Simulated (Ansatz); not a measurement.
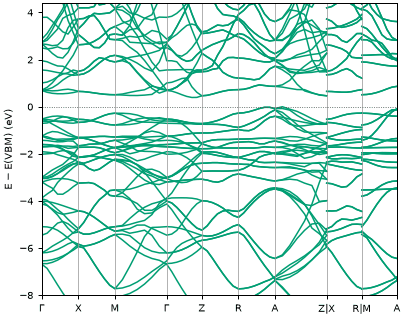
Fig. 1. Band structure from DFT-r²SCAN in the program Ansatz with PAW potentials

Q: Read off the gap and where the band edges lie.

A: About 0.4 eV (0.39 eV by a search for the band edges); maximum on the A–Z line, 12 % of the way from A, minimum on the Γ–Z line, 78 % of the way from Γ.

The material is In$_{3}$Ru in space group P4_2/mnm (No. 136; In on 8j, In on 4c, Ru on 4f).

The workflow started from a Materials Project entry (that database holds measured and hypothetical structures alike); the Crystallography Open Database copy checked does not list it. Whether it is the stable phase at ambient conditions was not checked. The cell was relaxed with r²SCAN under the symmetry of its start; whether a distortion lowers the energy is not shown. No spin polarisation was allowed. Spin–orbit coupling is left out wherever it is not named.

Potentials: the earlier of the program's two PAW sets.
